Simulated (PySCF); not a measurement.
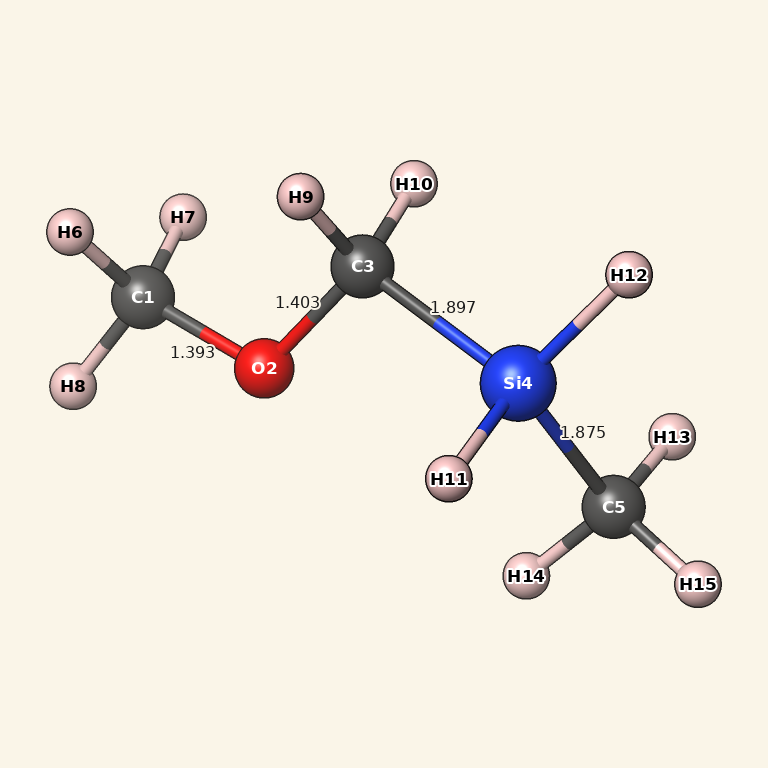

The numbers beside the sticks are distances in Å. Sticks don't show bond order. Computed geometry: PBE0-D3(BJ)/def2-SVP optimisation. No frequency run is at hand to confirm it as a minimum.

Assign a bond order to each marked bond.

C1–O2 single; O2–C3 single; C3–Si4 single; Si4–C5 single.

Give the structure as SMILES.

COC[SiH2]C
